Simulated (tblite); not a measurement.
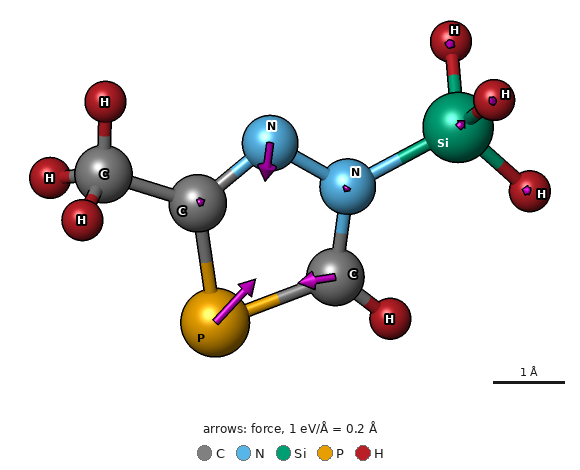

Starting geometry of C$_{3}$H$_{7}$N$_{2}$PSi with the computed forces as purple arrows. The picture is a ball-and-stick view, seen at a tilt.

Theory: GFN2-xTB geometry optimisation, gas phase in tblite. 

What follows when this structure is relaxed?

Answer. It isn't relaxed: the largest force vector, on the P atom, is 4.31 eV/Å. The final displacements follow the starting forces only in part (cosine between the two patterns 0.31). The energy falls by 13.1 kcal/mol in 37 geometry steps. An H atom moves most after the best rigid fit: 0.29 Å. By element the largest moves are H 0.29 Å, N 0.15 Å, C 0.12 Å, P 0.08 Å, Si 0.08 Å. Some distances before and after: C–P 1.839 → 1.713 Å, C–P 1.849 → 1.784 Å, N–N 1.377 → 1.334 Å, H–Si 1.499 → 1.459 Å. Bond angles that change, for instance: Si–N–C 122.7° → 131.5°, N–N–Si 121.0° → 114.0°, P–C–H 122.0° → 128.1°.
